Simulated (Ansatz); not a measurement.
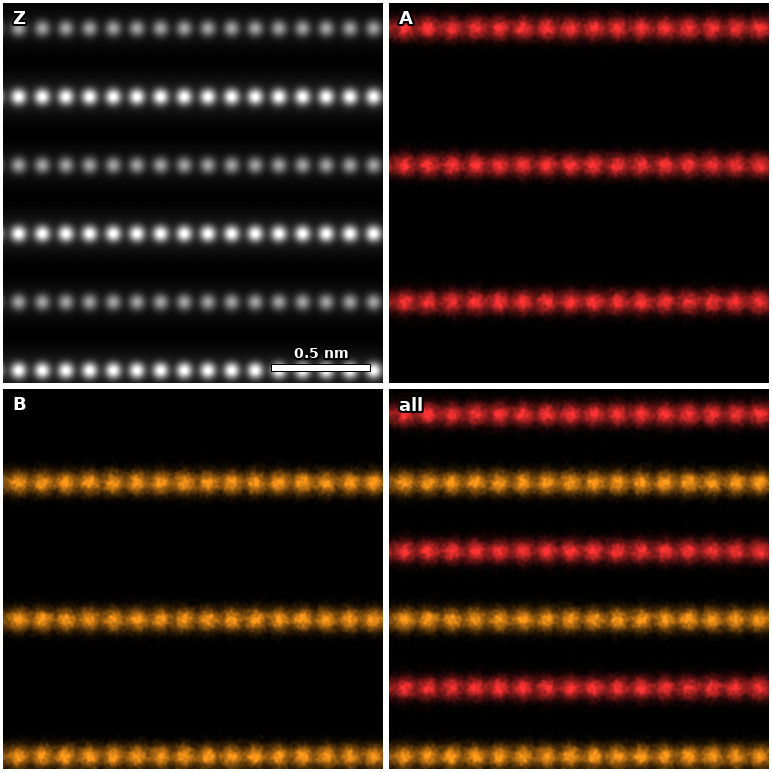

SiC2 (P6/mmm, No. 191) along [210]. Panel Z: Simulated incoherent Z contrast: every atom adds Z^1.7 spread by a probe of 0.58 Å full width; channelling and multiple scattering are left out. The probe carries 15 % of its weight in a tail 2.5 times as wide. The display is stretched by a gamma of 0.65; percentages refer to the linear signal. The other panels are simulated element maps (the number of atoms of one element along the beam, blurred by 0.9 Å, with counting noise; each on its own scale, no channelling); the last overlays them. Structure: the geometry relaxed with DFT PBE+D3(BJ), scalar-relativistic, plane waves, PAW in Ansatz 0.2.0; the starting structure was generated, so it need not be a known form of this composition.

```cif
data_structure
_symmetry_space_group_name_H-M 'P 1'
_symmetry_Int_Tables_number 1
_cell_length_a 2.4649
_cell_length_b 2.4649
_cell_length_c 7.1274
_cell_angle_alpha 90.000
_cell_angle_beta 90.000
_cell_angle_gamma 120.000
_cell_volume 37.50
loop_
_atom_site_label
_atom_site_type_symbol
_atom_site_fract_x
_atom_site_fract_y
_atom_site_fract_z
_atom_site_occupancy
Si1 Si 0.00000 0.00000 0.00000 1
C1 C 0.33333 0.66667 0.50000 1
C2 C 0.66667 0.33333 0.50000 1
```

Q: Which element does each lettered map show?

A: C, B: Si. The projected cell (1.23 × 7.13 Å, 90°) holds 2 columns: 1 of Si and 1 of C. No column is shared by two of the mapped elements.
